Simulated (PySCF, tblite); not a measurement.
# C4H6O2: a rotation path, then NMR shifts on frames, part 2 of 2

tblite 0.8.0 and PySCF 2.14.0. Atoms count from 0. The steps go on from the part before.

## (5) NMR shieldings: image 4, PBE0/pcSseg-1

Job settings and geometry (Å):

```
{"job": {"kind": "nmr", "xc": "PBE0", "basis": "pcSseg-1", "pop": false}, "charge": 0, "multiplicity": 1}
C      1.459300     0.411100     0.414700
C      0.348200    -0.140600    -0.069200
C      0.161100    -1.600000    -0.012300
O     -0.831400    -2.185000    -0.362500
C     -0.798900     0.680500    -0.616200
O     -1.433300     1.439500     0.391700
H      1.607500     1.478300     0.411600
H      2.241100    -0.192300     0.847300
H      1.032300    -2.146100     0.401100
H     -0.430200     1.408600    -1.343000
H     -1.512000     0.009000    -1.111800
H     -1.842500     0.836300     1.022600
```

Method: GIAO PBE0/pcSseg-1 NMR shielding, non-relativistic, gas phase.

What it wrote:

```text
coarse grid: 10240 points
cycle   1  E = -305.8418197451  dE =  8.849e-01  |g| = 9.181e-01  |ddm| = 3.095e+00
cycle   2  E = -305.3899111103  dE =  4.519e-01  |g| = 1.772e+00  |ddm| = 2.727e+00
cycle   3  E = -305.9911386604  dE = -6.012e-01  |g| = 2.392e-01  |ddm| = 2.190e+00
cycle   4  E = -306.0018258880  dE = -1.069e-02  |g| = 9.271e-02  |ddm| = 2.731e-01
cycle   5  E = -306.0032925233  dE = -1.467e-03  |g| = 2.376e-02  |ddm| = 9.069e-02
cycle   6  E = -306.0034123177  dE = -1.198e-04  |g| = 8.252e-03  |ddm| = 2.699e-02
cycle   7  E = -306.0034272581  dE = -1.494e-05  |g| = 2.630e-03  |ddm| = 8.144e-03
cycle   8  E = -306.0034286080  dE = -1.350e-06  |g| = 8.061e-04  |ddm| = 2.278e-03
final grid: 99480 points
cycle   9  E = -306.0599018886  dE = -9.477e-06  |g| = 1.297e-02  |ddm| = 2.203e-02
cycle  10  E = -306.0598172556  dE =  8.463e-05  |g| = 2.461e-02  |ddm| = 2.970e-02
cycle  11  E = -306.0599334998  dE = -1.162e-04  |g| = 2.708e-03  |ddm| = 2.185e-02
cycle  12  E = -306.0599348892  dE = -1.389e-06  |g| = 3.511e-04  |ddm| = 2.221e-03
cycle  13  E = -306.0599349090  dE = -1.985e-08  |g| = 1.207e-04  |ddm| = 3.331e-04
cycle  14  E = -306.0599349119  dE = -2.936e-09  |g| = 2.750e-05  |ddm| = 1.199e-04
cycle  15  E = -306.0599349121  dE = -1.661e-10  |g| = 1.255e-05  |ddm| = 3.912e-05
converged SCF energy = -306.0599349121

GIAO shielding tensors (ppm)
atom      isotropic    diamagn.    paramagn.     s11        s22        s33       span
  0 C       37.655     254.276    -216.621    -85.208     32.625    165.548    250.756
  1 C       28.047     265.191    -237.143    -82.796     17.028    149.910    232.706
  2 C      -10.678     245.854    -256.531    -97.420    -17.560     82.947    180.366
  3 O     -340.697     399.999    -740.696   -979.133   -410.451    367.495   1346.628
  4 C      127.202     240.667    -113.465    102.010    114.207    165.389     63.379
  5 O      282.033     388.684    -106.651    248.267    289.291    308.540     60.273
  6 H       24.412      30.679      -6.267     19.818     24.361     29.059      9.241
  7 H       25.136      30.897      -5.761     21.307     25.803     28.298      6.992
  8 H       21.902      28.777      -6.875     20.637     21.295     23.775      3.138
  9 H       27.746      29.056      -1.311     24.396     26.675     32.166      7.770
 10 H       26.495      29.867      -3.372     23.007     24.926     31.553      8.546
 11 H       31.290      32.517      -1.227     23.082     29.158     41.629     18.547
```

Run time: 9.1 s. Hardware: 1 thread of Intel Xeon Platinum 8488C, shared host; peak memory 0.65 GiB.

Key values: δ C2 197.6, C1 158.9, C0 149.3, C4 59.7, H8 9.81, H6 7.30 ppm.

## (6) NMR shieldings: image 6, PBE0/pcSseg-1

Job settings and geometry (Å):

```
{"job": {"kind": "nmr", "xc": "PBE0", "basis": "pcSseg-1", "pop": false}, "charge": 0, "multiplicity": 1}
C      1.335900     0.400200     0.568900
C      0.307900    -0.182600    -0.045600
C      0.254600    -1.646800    -0.182000
O     -0.655700    -2.265800    -0.669300
C     -0.864400     0.599200    -0.589900
O     -1.240200     1.680200     0.230200
H      1.379200     1.470200     0.691400
H      2.150700    -0.178800     0.970400
H      1.146400    -2.163400     0.225400
H     -0.592300     1.042600    -1.553900
H     -1.700200    -0.092600    -0.757900
H     -1.520700     1.336900     1.086100
```

Method: GIAO PBE0/pcSseg-1 NMR shielding, non-relativistic, gas phase.

What it wrote:

```text
coarse grid: 10240 points
cycle   1  E = -305.8445095069  dE =  8.919e-01  |g| = 9.162e-01  |ddm| = 3.099e+00
cycle   2  E = -305.4025115024  dE =  4.420e-01  |g| = 1.760e+00  |ddm| = 2.784e+00
cycle   3  E = -305.9932385968  dE = -5.907e-01  |g| = 2.382e-01  |ddm| = 2.204e+00
cycle   4  E = -306.0037221464  dE = -1.048e-02  |g| = 9.112e-02  |ddm| = 2.731e-01
cycle   5  E = -306.0051194020  dE = -1.397e-03  |g| = 2.385e-02  |ddm| = 9.189e-02
cycle   6  E = -306.0052400433  dE = -1.206e-04  |g| = 8.705e-03  |ddm| = 2.781e-02
cycle   7  E = -306.0052570599  dE = -1.702e-05  |g| = 2.583e-03  |ddm| = 8.528e-03
cycle   8  E = -306.0052583705  dE = -1.311e-06  |g| = 7.668e-04  |ddm| = 2.270e-03
final grid: 99480 points
cycle   9  E = -306.0616860010  dE = -1.239e-05  |g| = 1.259e-02  |ddm| = 2.257e-02
cycle  10  E = -306.0616080111  dE =  7.799e-05  |g| = 2.376e-02  |ddm| = 2.926e-02
cycle  11  E = -306.0617157268  dE = -1.077e-04  |g| = 2.667e-03  |ddm| = 2.124e-02
cycle  12  E = -306.0617170714  dE = -1.345e-06  |g| = 3.541e-04  |ddm| = 2.269e-03
cycle  13  E = -306.0617170910  dE = -1.955e-08  |g| = 1.257e-04  |ddm| = 3.493e-04
cycle  14  E = -306.0617170941  dE = -3.123e-09  |g| = 3.545e-05  |ddm| = 1.312e-04
cycle  15  E = -306.0617170944  dE = -3.045e-10  |g| = 1.286e-05  |ddm| = 4.549e-05
converged SCF energy = -306.0617170944

GIAO shielding tensors (ppm)
atom      isotropic    diamagn.    paramagn.     s11        s22        s33       span
  0 C       41.394     254.130    -212.735    -83.088     34.520    172.750    255.839
  1 C       26.664     266.179    -239.515    -81.544     16.611    144.924    226.469
  2 C       -9.770     245.234    -255.004    -96.569    -15.300     82.558    179.127
  3 O     -342.906     399.532    -742.439   -987.334   -412.994    371.609   1358.942
  4 C      125.976     241.088    -115.112    102.714    111.851    163.363     60.648
  5 O      298.666     388.374     -89.708    246.653    299.697    349.647    102.995
  6 H       24.407      30.803      -6.396     19.711     24.174     29.337      9.626
  7 H       25.195      30.980      -5.785     21.289     25.964     28.331      7.043
  8 H       21.914      28.633      -6.719     20.414     21.394     23.934      3.520
  9 H       27.523      28.506      -0.983     24.324     26.366     31.880      7.556
 10 H       26.545      29.978      -3.433     21.374     25.451     32.812     11.438
 11 H       31.673      32.676      -1.003     23.758     28.593     42.668     18.910
```

Run time: 9.2 s. Hardware: 1 thread of Intel Xeon Platinum 8488C, shared host; peak memory 0.65 GiB.

In short: δ C2 196.7, C1 160.3, C0 145.5, C4 60.9, H8 9.80, H6 7.31 ppm.

## (7) Shielding tensors: image 8, PBE0/pcSseg-1

Job settings and geometry (Å):

```
{"job": {"kind": "nmr", "xc": "PBE0", "basis": "pcSseg-1", "pop": false}, "charge": 0, "multiplicity": 1}
C      1.232900     0.361500     0.726400
C      0.275200    -0.211800    -0.000600
C      0.345700    -1.641400    -0.341000
O     -0.489800    -2.249500    -0.958200
C     -0.932700     0.526100    -0.522000
O     -1.086100     1.824000    -0.014000
H      1.201100     1.411000     0.968700
H      2.080000    -0.198500     1.085600
H      1.262500    -2.139800     0.030800
H     -0.837000     0.635500    -1.607100
H     -1.824400    -0.089500    -0.332500
H     -1.226100     1.771800     0.938000
```

With the program's defaults for keys left out, this is: GIAO PBE0/pcSseg-1 NMR shielding, non-relativistic, gas phase.

What it wrote:

```text
coarse grid: 10240 points
cycle   1  E = -305.8459229381  dE =  9.008e-01  |g| = 9.156e-01  |ddm| = 3.104e+00
cycle   2  E = -305.4112921499  dE =  4.346e-01  |g| = 1.753e+00  |ddm| = 2.884e+00
cycle   3  E = -305.9948942298  dE = -5.836e-01  |g| = 2.338e-01  |ddm| = 2.274e+00
cycle   4  E = -306.0049628136  dE = -1.007e-02  |g| = 8.980e-02  |ddm| = 2.710e-01
cycle   5  E = -306.0063074261  dE = -1.345e-03  |g| = 2.356e-02  |ddm| = 9.299e-02
cycle   6  E = -306.0064249021  dE = -1.175e-04  |g| = 8.573e-03  |ddm| = 2.784e-02
cycle   7  E = -306.0064413529  dE = -1.645e-05  |g| = 2.551e-03  |ddm| = 8.490e-03
cycle   8  E = -306.0064426404  dE = -1.287e-06  |g| = 7.468e-04  |ddm| = 2.314e-03
final grid: 99480 points
cycle   9  E = -306.0633848303  dE = -1.433e-05  |g| = 1.275e-02  |ddm| = 2.547e-02
cycle  10  E = -306.0633043080  dE =  8.052e-05  |g| = 2.414e-02  |ddm| = 3.096e-02
cycle  11  E = -306.0634155655  dE = -1.113e-04  |g| = 2.631e-03  |ddm| = 2.235e-02
cycle  12  E = -306.0634168973  dE = -1.332e-06  |g| = 3.526e-04  |ddm| = 2.266e-03
cycle  13  E = -306.0634169163  dE = -1.901e-08  |g| = 1.313e-04  |ddm| = 3.740e-04
cycle  14  E = -306.0634169196  dE = -3.311e-09  |g| = 3.390e-05  |ddm| = 1.346e-04
cycle  15  E = -306.0634169199  dE = -2.658e-10  |g| = 1.438e-05  |ddm| = 4.845e-05
converged SCF energy = -306.0634169199

GIAO shielding tensors (ppm)
atom      isotropic    diamagn.    paramagn.     s11        s22        s33       span
  0 C       48.622     253.953    -205.331    -71.438     40.280    177.024    248.462
  1 C       26.695     267.032    -240.337    -79.932     17.990    142.027    221.960
  2 C      -10.281     244.551    -254.832    -95.820    -17.306     82.283    178.103
  3 O     -345.192     399.323    -744.515   -996.769   -415.671    376.864   1373.633
  4 C      121.413     241.046    -119.633    101.262    107.945    155.032     53.770
  5 O      316.091     387.927     -71.836    272.096    292.136    384.041    111.945
  6 H       24.917      31.467      -6.550     20.498     24.465     29.788      9.289
  7 H       25.425      31.017      -5.591     21.941     25.991     28.344      6.403
  8 H       21.831      28.526      -6.695     20.152     21.292     24.049      3.897
  9 H       27.172      28.491      -1.319     23.049     26.854     31.614      8.564
 10 H       26.801      29.688      -2.887     21.363     26.561     32.478     11.114
 11 H       31.781      32.698      -0.917     23.802     28.225     43.314     19.512
```

Wall time 9.2 s (1 thread of Intel Xeon Platinum 8488C, shared host); peak memory 0.65 GiB.

Key values: δ C2 197.2, C1 160.2, C0 138.3, C4 65.5, H8 9.89, H6 6.80 ppm.

## (8) Run by run: NMR shifts

Shifts (ppm) of some atoms, chosen among heavy atoms and hydrogens apart, with basis size and wall time:

```csv
frame,C2,C0,C4,H6,H11,O3,O5,functions,time
image 0,202.2,141.9,68.9,6.58,3.11,657.2,25.7,132,9.4 s
image 2,200.1,145.4,64.5,6.96,0.96,673.1,46.1,132,9.2 s
image 4,197.6,149.3,59.7,7.30,0.43,676.8,54.0,132,9.1 s
image 6,196.7,145.5,60.9,7.31,0.04,679.0,37.4,132,9.2 s
image 8,197.2,138.3,65.5,6.80,-0.06,681.3,20.0,132,9.2 s
```

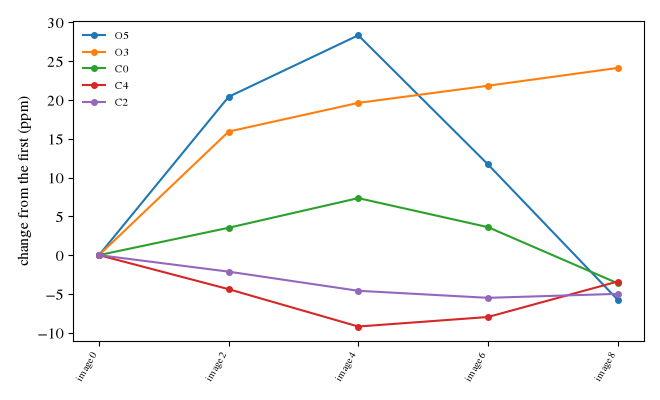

How five of the tabulated atoms move from run to run.

## (9) Summary of results

This closing draws on all 2 parts.

```
                                       quantity                                   value
                                        barrier      0.080 eV (1.8 kcal/mol) at image 4
                          end to end (GFN2-xTB)                                0.030 eV
13C shifts against TMS (PBE0/pcSseg-1, image 0)           202.2, 157.6, 141.9, 68.9 ppm
 1H shifts against TMS (PBE0/pcSseg-1, image 0)  9.83, 6.58, 6.12, 5.10, 4.30, 3.11 ppm
17O shifts against H2O (PBE0/pcSseg-1, image 0)                         657.2, 25.7 ppm
                       range of the shift of O5                        20.0 to 54.0 ppm
```

Along the band the dihedral turns by 121°, and the top (dihedral 110°) lies 1.8 kcal/mol above the start (GFN2-xTB, rough), so at room temperature this motion is fast. Ends this close can change order at a higher level. The top was not checked by a frequency run. Shifts at one fixed geometry are not the observed spectrum, which averages over the motion. In the first frame run (image 0): Shielding is most anisotropic at O3 (span 1293 ppm, paramagnetic term -722 ppm). Across the 5 runs the shift of O5 moves most, between 20.0 (image 8) and 54.0 ppm (image 4).
